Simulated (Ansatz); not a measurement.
**BH5N2 (SMILES NBN), step by step**

We compute a geometry optimisation (singlet BH5N2, SPW92/LANL2DZ), then a structure relaxation (singlet BH5N2, SPW92/LANL2DZ), then a transition-state search (singlet BH5N2, SPW92/LANL2DZ), then vibrational wavenumbers (singlet BH5N2, SPW92/LANL2DZ), then the energy (singlet BH5N2, CCSD(T)/def2-SV(P)) of BH5N2 and its partners. 

The results are computed with Ansatz 0.2.0.

## Step 1: The molecule

BH5N2 has 8 atoms, charge 0, and is taken as a singlet. As SMILES, `NBN`. The coordinates come from a PBE0-D4/def2-TZVP relaxation. The run starts from this shape.

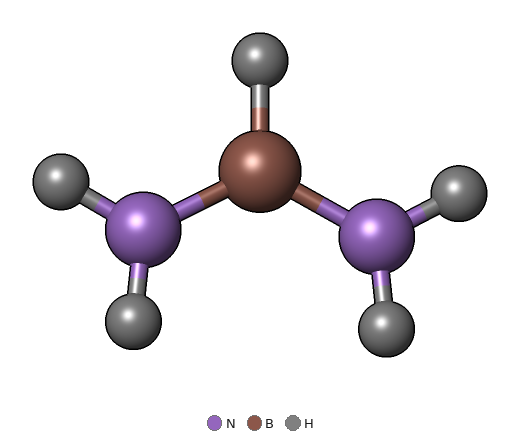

Viewed from a chosen angle; nitrogen purple, boron brown, hydrogen grey.

## Step 2: A geometry optimisation at SPW92/LANL2DZ (run 1)

Contents of job.yaml:

```yaml
crystal:
  periodic: [false, false, false]
  atoms:
    - {symbol: "N", position_ang: [-0.971000, 0.516500, -0.581100]}
    - {symbol: B, position_ang: [0.194200, 0.386600, 0.200500]}
    - {symbol: "N", position_ang: [0.848200, -0.845200, 0.401400]}
    - {symbol: H, position_ang: [-1.426800, -0.244500, -1.053400]}
    - {symbol: H, position_ang: [-1.423900, 1.400900, -0.713700]}
    - {symbol: H, position_ang: [0.649700, 1.368600, 0.718000]}
    - {symbol: H, position_ang: [1.676700, -0.919800, 0.960900]}
    - {symbol: H, position_ang: [0.545000, -1.720300, 0.011600]}
basis:
  gaussian: {orbitals: LANL2DZ.json}
relax: {}
hamiltonian: {xc: {name: SPW92}}
```

The basis set LANL2DZ is read from a file made from the Basis Set Exchange's data (not shown).

On the command line:

```bash
ansatz run job.yaml --threads 1 --pin off --max-ram 2610MiB --events-out events.jsonl --progress --plain --runs-dir runs
```

Output:

```text
Warning: RAYON_NUM_THREADS=1 ignored (pool sized by the plan → 1); use --threads N
The last accepted step is kept in runs//last_step.txt (removed where the run ends without a failure and the disk answers)
[... 43 lines left out ...]
Total energy: -3706.61900150 eV, -136.2157358684 hartree
[... 8 lines left out ...]
Dipole moment:    -0.127321    -0.274529    -0.144715 e Å
```

It took 6.3 s on 1 thread of Arm Neoverse V1, shared host; peak memory 0.098 GiB.

Step by step:

```csv
step,energy from the first frame kept (eV),largest force (eV/Å)
1,0.0000,0.8529
2,-0.0331,0.1832
3,-0.0359,0.0431
4,-0.0361,0.0363
5,-0.0361,0.0032
```

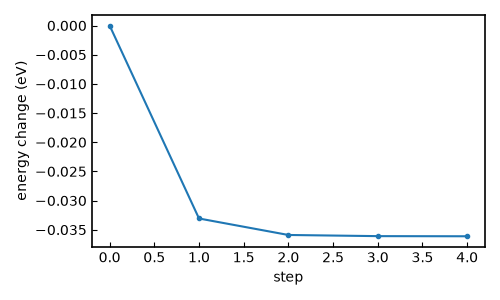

Energy along the run.

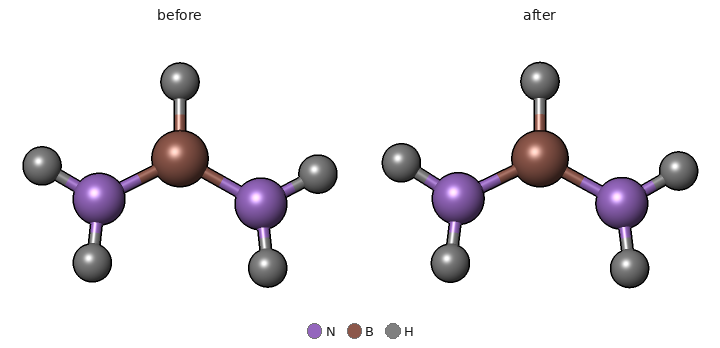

Before and after, at one scale.

After the run. Bond lengths: N1–B2 1.417 Å, B2–N3 1.417 Å, N1–H4 1.022 Å, N1–H5 1.020 Å, B2–H6 1.208 Å, N3–H7 1.020 Å, N3–H8 1.022 Å. Angles: N1–B2–N3 124.1°, N1–B2–H6 117.9°, N3–B2–H6 117.9°, B2–N1–H4 124.6°, B2–N1–H5 120.5°, B2–N3–H7 120.5°, B2–N3–H8 124.6°, H4–N1–H5 114.9°, H7–N3–H8 114.9°.

## Step 3: Rotamer: a structure relaxation at SPW92/LANL2DZ (run 2)

Contents of molecule.yaml:

```yaml
crystal:
  periodic: [false, false, false]
  atoms:
    - {symbol: "N", position_ang: [-0.971000, 0.516500, -0.581100]}
    - {symbol: B, position_ang: [0.194200, 0.386600, 0.200500]}
    - {symbol: N, position_ang: [0.848200, -0.845200, 0.401400]}
    - {symbol: H, position_ang: [-1.045290, 1.094925, -1.399542]}
    - {symbol: H, position_ang: [-1.815727, 0.024932, -0.358251]}
    - {symbol: H, position_ang: [0.649700, 1.368600, 0.718000]}
    - {symbol: H, position_ang: [1.676700, -0.919800, 0.960900]}
    - {symbol: H, position_ang: [0.545000, -1.720300, 0.011600]}
basis:
  gaussian:
    orbitals: LANL2DZ.json
hamiltonian:
  xc: {name: SPW92}
relax: {}
```

The basis set LANL2DZ is read from a file made from the Basis Set Exchange's data (not shown).

On the command line:

```bash
ansatz run molecule.yaml --threads 1 --pin off --max-ram 2610MiB --events-out events.jsonl --progress --plain --runs-dir runs
```

Output, shortened:

```text
Warning: RAYON_NUM_THREADS=1 ignored (pool sized by the plan → 1); use --threads N
[... 1 set-up line as earlier in the session ...]
[... 56 lines left out ...]
Total energy: -3706.61900211 eV, -136.2157358911 hartree
[... 8 lines left out ...]
Dipole moment:    -0.165559    -0.279936    -0.082128 e Å
```

Run time: 7.8 s. Hardware: 1 thread of Arm Neoverse V1, shared host; peak memory 0.095 GiB.

Step by step:

```csv
step,energy from the first frame kept (eV),largest force (eV/Å)
1,0.0000,1.0427
2,-0.3093,0.9122
3,-0.4812,1.2711
4,-0.6336,0.4654
5,-0.6697,0.0694
6,-0.6707,0.0190
7,-0.6708,0.0011
```

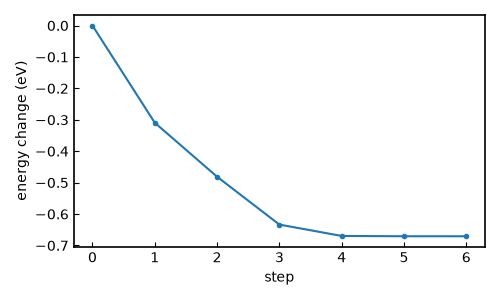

Energy along the run.

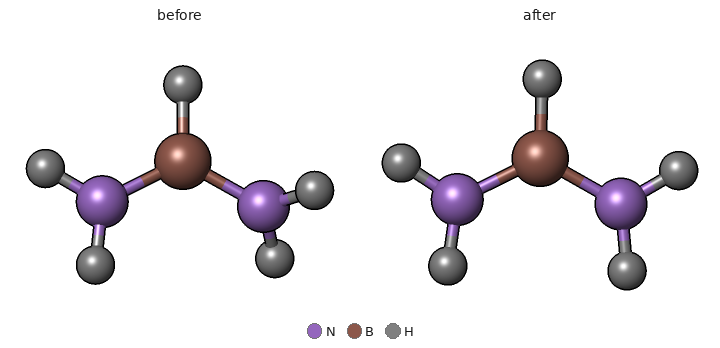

Before and after, at one scale.

After the run. Bond lengths: N1–B2 1.417 Å, B2–N3 1.417 Å, N1–H4 1.020 Å, N1–H5 1.022 Å, B2–H6 1.208 Å, N3–H7 1.020 Å, N3–H8 1.022 Å. Angles: N1–B2–N3 124.1°, N1–B2–H6 117.9°, N3–B2–H6 118.0°, B2–N1–H4 120.5°, B2–N1–H5 124.6°, B2–N3–H7 120.5°, B2–N3–H8 124.6°, H4–N1–H5 114.9°, H7–N3–H8 114.9°.

## Step 4: Saddle: a transition-state search at SPW92/LANL2DZ (run 3)

Contents of input.yaml:

```yaml
crystal:
  periodic: [false, false, false]
  atoms:
    - {symbol: "N", position_ang: [-0.982750, 0.520288, -0.588408]}
    - {symbol: B, position_ang: [0.188843, 0.375199, 0.194566]}
    - {symbol: N, position_ang: [0.856497, -0.856349, 0.404941]}
    - {symbol: H, position_ang: [-1.455536, -0.245542, -1.073567]}
    - {symbol: H, position_ang: [-1.418184, 1.435228, -0.702784]}
    - {symbol: H, position_ang: [0.647407, 1.363663, 0.715373]}
    - {symbol: H, position_ang: [1.697597, -0.896874, 0.980015]}
    - {symbol: H, position_ang: [0.558226, -1.752814, 0.014064]}
basis:
  gaussian: {orbitals: LANL2DZ.json}
hamiltonian: {xc: {name: SPW92}}
saddle:
  max_steps: 80
  final_atoms:
    - {symbol: "N", position_ang: [-0.979218, 0.511785, -0.598746]}
    - {symbol: B, position_ang: [0.240939, 0.378277, 0.108511]}
    - {symbol: N, position_ang: [0.805574, -0.863355, 0.491074]}
    - {symbol: H, position_ang: [-1.334573, 1.434781, -0.846954]}
    - {symbol: H, position_ang: [-1.565556, -0.270383, -0.898493]}
    - {symbol: H, position_ang: [0.837110, 1.386246, 0.403789]}
    - {symbol: H, position_ang: [1.688507, -0.894984, 1.000214]}
    - {symbol: H, position_ang: [0.389001, -1.776111, 0.294112]}
```

The basis set LANL2DZ is read from a file made from the Basis Set Exchange's data (not shown).

On the command line:

```bash
ansatz run input.yaml --threads 1 --pin off --max-ram 2610MiB --events-out events.jsonl --progress --plain --runs-dir runs
```

Output:

```text
Warning: RAYON_NUM_THREADS=1 ignored (pool sized by the plan → 1); use --threads N
[... 405 lines left out ...]
Total energy: -3705.82515213 eV, -136.1865624422 hartree
[... 8 lines left out ...]
Dipole moment:    -0.030314    -0.180971     0.062586 e Å
```

It took 53 s on 1 thread of Arm Neoverse V1, shared host.

The path in brief:

```csv
step,energy from the first frame kept (eV),largest force (eV/Å)
1,0.0000,1.7464
2,-0.0756,1.1028
3,-0.0341,2.1464
4,-0.0041,2.5768
5,-0.0784,1.4308
6,-0.0883,0.8882
7,-0.1103,0.3430
8,-0.1244,0.8593
9,-0.1215,0.1922
10,-0.1274,0.2417
11,-0.1281,0.2010
12,-0.1285,0.1237
13,-0.1290,0.0949
14,-0.1291,0.0253
15,-0.1292,0.0013
```

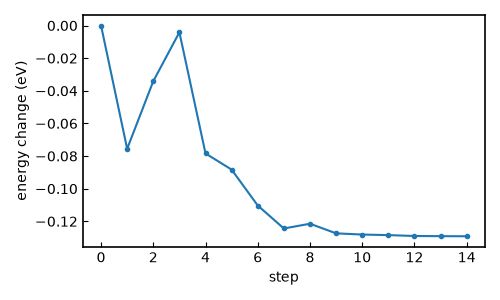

Energy along the run.

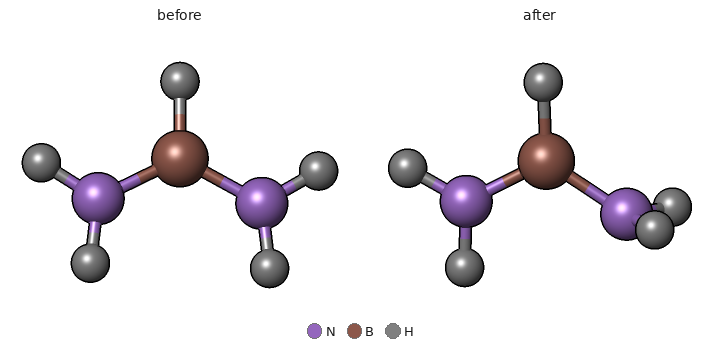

Before and after, at one scale.

After the run. Bond lengths: N1–B2 1.463 Å, B2–N3 1.401 Å, N1–H4 1.023 Å, N1–H5 1.023 Å, B2–H6 1.218 Å, N3–H7 1.024 Å, N3–H8 1.026 Å. Angles: N1–B2–N3 119.2°, N1–B2–H6 124.6°, N3–B2–H6 116.2°, B2–N1–H4 119.5°, B2–N1–H5 119.5°, B2–N3–H7 123.2°, B2–N3–H8 119.9°, H4–N1–H5 112.5°, H7–N3–H8 116.9°.

## Step 5: Saddle: the harmonic vibrations at SPW92/LANL2DZ (run 4)

Contents of input.yaml:

```yaml
crystal:
  periodic: [false, false, false]
  atoms:
    - {symbol: "N", position_ang: [-0.898798, 0.376724, -0.778906]}
    - {symbol: B, position_ang: [0.318984, 0.348953, 0.032266]}
    - {symbol: "N", position_ang: [0.627124, -0.806538, 0.761288]}
    - {symbol: H, position_ang: [-0.826916, 0.328525, -1.798386]}
    - {symbol: H, position_ang: [-1.698565, 0.934781, -0.469318]}
    - {symbol: H, position_ang: [1.107925, 1.272366, 0.128395]}
    - {symbol: H, position_ang: [1.461478, -0.893468, 1.347903]}
    - {symbol: H, position_ang: [0.000869, -1.618544, 0.720958]}
basis:
  gaussian: {orbitals: LANL2DZ.json}
hamiltonian: {xc: {name: SPW92}}
phonons: {temperatures: {t_min: 100, t_max: 600, t_step: 100}}
```

The basis set LANL2DZ is read from a file made from the Basis Set Exchange's data (not shown).

On the command line:

```bash
ansatz run input.yaml --threads 1 --pin off --max-ram 2610MiB --events-out events.jsonl --progress --plain --runs-dir runs
```

Output:

```text
Warning: RAYON_NUM_THREADS=1 ignored (pool sized by the plan → 1); use --threads N
[... 262 lines left out ...]
WARN: phonons: modes at or below zero, which the zero-point energy, F, S and C_V leave out: 1, the lowest at -605.90 cm⁻¹. A minimum has none, and a first-order saddle one
Total energy: -3705.82515503 eV, -136.1865625490 hartree
[... 8 lines left out ...]
Dipole moment:    -0.030312    -0.180973     0.062587 e Å
Vibrations: -605.90 404.60 471.20 577.48 745.13 830.18 872.69 1017.42 1038.25 1161.03 1403.61 1563.20 1569.55 2492.06 3474.08 3517.34 3620.33 3628.92 cm⁻¹, zero-point energy 1.759774 eV
```

Wall time 34 s (1 thread of Arm Neoverse V1, shared host).

## Step 6: Saddle: the energy at CCSD(T)/def2-SV(P) (run 5)

Contents of in.yaml:

```yaml
crystal:
  periodic: [false, false, false]
  atoms:
    - {symbol: N, position_ang: [-0.898798, 0.376724, -0.778906]}
    - {symbol: B, position_ang: [0.318984, 0.348953, 0.032266]}
    - {symbol: "N", position_ang: [0.627124, -0.806538, 0.761288]}
    - {symbol: H, position_ang: [-0.826916, 0.328525, -1.798386]}
    - {symbol: H, position_ang: [-1.698565, 0.934781, -0.469318]}
    - {symbol: H, position_ang: [1.107925, 1.272366, 0.128395]}
    - {symbol: H, position_ang: [1.461478, -0.893468, 1.347903]}
    - {symbol: H, position_ang: [0.000869, -1.618544, 0.720958]}
basis:
  gaussian: {orbitals: def2-SV_P_.json}
magnetization: {spin_polarized: false, initial_magnetization: 0}
correlation: {method: ccsd_t}
scf: {omitted_lower_state_checks: [cluster_reference]}
```

The basis set def2-SV(P) is read from a file made from the Basis Set Exchange's data (not shown).

On the command line:

```bash
ansatz run in.yaml --threads 1 --pin off --max-ram 2610MiB --events-out events.jsonl --progress --plain --runs-dir runs
```

Output, shortened:

```text
Warning: RAYON_NUM_THREADS=1 ignored (pool sized by the plan → 1); use --threads N
Functional definition: HF
  name "HF"
[...]
584 factors; integrals over basis functions are off by at most 8.8e-4 eV
[...]
mean field -3712.25766680 eV, -136.4229529964 hartree, gradient 2.0e-6 eV, S^2 0.000000; 0 other end points of the search recorded, 0 dependent functions left out
3 core orbitals not correlated: weight in the atoms' cores, before any rotation towards them, 1.000 or more for the frozen orbitals, at most 0.000 for the correlated occupied ones
reference -3712.25766680 eV, -136.4229529964 hartree; 9, 9 occupied and 40, 40 virtual orbitals, 584 factors
second order -10.83312061 eV of doubles, -0.00000000 eV of singles
cycle   1  -11.31505516 eV  change   -4.8e-1 eV  update   7.5e-2
[...]
cycle   9  -11.69210505 eV  change    7.2e-6 eV  update   1.2e-5
perturbative correction -0.27289870 eV, -0.0100288421 hartree
Total energy: -3724.22267055 eV, -136.8626587739 hartree
Checks for a lower state left out: cluster_reference
```

Wall time 0.84 s (1 thread of Arm Neoverse V1, shared host); peak memory 0.11 GiB.

## Step 7: Outcome

| quantity | value |
| --- | --- |
| run 1, SPW92/LANL2DZ: total energy at the end | -136.21574 Eh |
| run 1, SPW92/LANL2DZ: dipole moment | 1.61 D |
| rotamer: total energy at the end | -136.21574 Eh |
| rotamer: dipole moment | 1.61 D |
| saddle, run 3: total energy at the end | -136.18656 Eh |
| saddle, run 3: dipole moment | 0.93 D |
| saddle, run 4: total energy | -136.18656 Eh |
| saddle, run 4: dipole moment | 0.93 D |
| saddle, run 4: largest force on an atom | 0.001 eV/Å |
| saddle, run 4: lowest harmonic wavenumber | 606i cm⁻¹ (imaginary) |
| saddle, run 4: highest harmonic wavenumber | 3629 cm⁻¹ |
| saddle, run 5: total energy | -136.86266 Eh |
| saddle, run 5: correlation energy (3 core orbitals frozen) | -439.7 mEh |
| saddle, run 5: (T) correction | -10.03 mEh |
| saddle, run 5: T1 diagnostic | 0.014 |

In words: The optimisation (run 1, SPW92/LANL2DZ) took 4 steps and changed the energy by -0.036 eV. Mulliken charges (run 1, SPW92/LANL2DZ) run from -0.64 on N3 to +0.32 on H7; they depend strongly on the basis. The optimisation (rotamer) took 6 steps and changed the energy by -0.671 eV. Mulliken charges (rotamer) run from -0.64 on N1 to +0.32 on H7. 1 mode is imaginary (lowest 606i cm⁻¹): a first-order saddle point. The triples (saddle, run 5) make up 2.3 % of the correlation energy.
